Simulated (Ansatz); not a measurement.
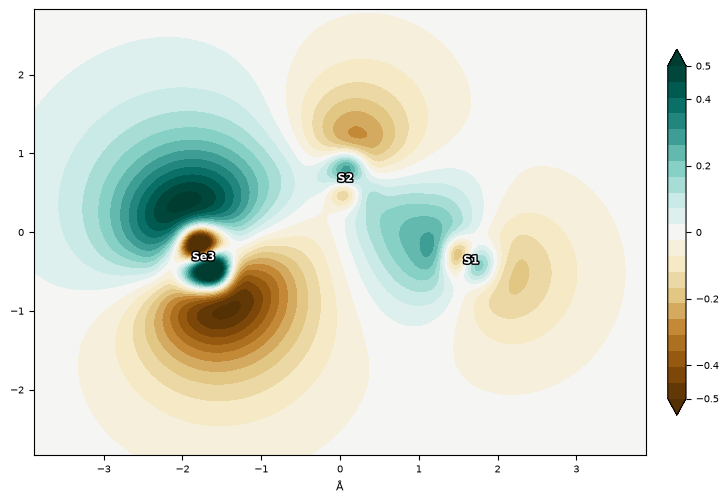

S$_{2}$Se. The HOMO on the molecular plane (values in Å⁻³ᐟ²; the overall sign is arbitrary).

Geometry: PBE0-D4/def2-TZVP.

Computed with Ansatz, RKS PBE0-D4/def2-TZVP.

**What is the character of this orbital?**

Its weight (Hirshfeld) is mainly on Se3 (about 80 %), S2 (about 10 %) and S1 (about 5 %); it is symmetric in the molecular plane (an in-plane orbital: σ, lone-pair or in-plane π type); largely a lone pair of Se3. Its energy is −7.25 eV.
